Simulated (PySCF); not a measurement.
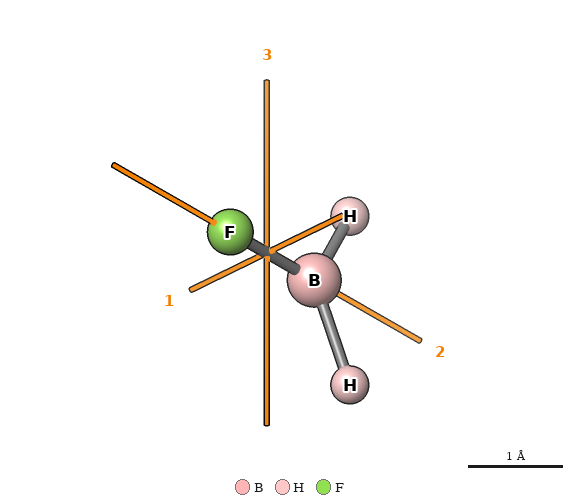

The three principal axes of inertia are drawn and numbered. Distant atoms are faded towards the background colour. Computed geometry: PBE0-D4/def2-TZVP optimisation. No frequency run is at hand to confirm it as a minimum. Masses are those of the most abundant isotopes; constants are for the rigid equilibrium geometry.

Which line is the a axis (least moment of inertia), which b and which c?

a is line 2, b is line 3, c is line 1; the moments are 2.26, 15.7, 18.0 u Å².

Classify the rotor and give the rotational constants (GHz).

An asymmetric top (C2v): A = 224, B = 32.1, C = 28.1 GHz. Ray's parameter κ is −0.96, close to the prolate limit.
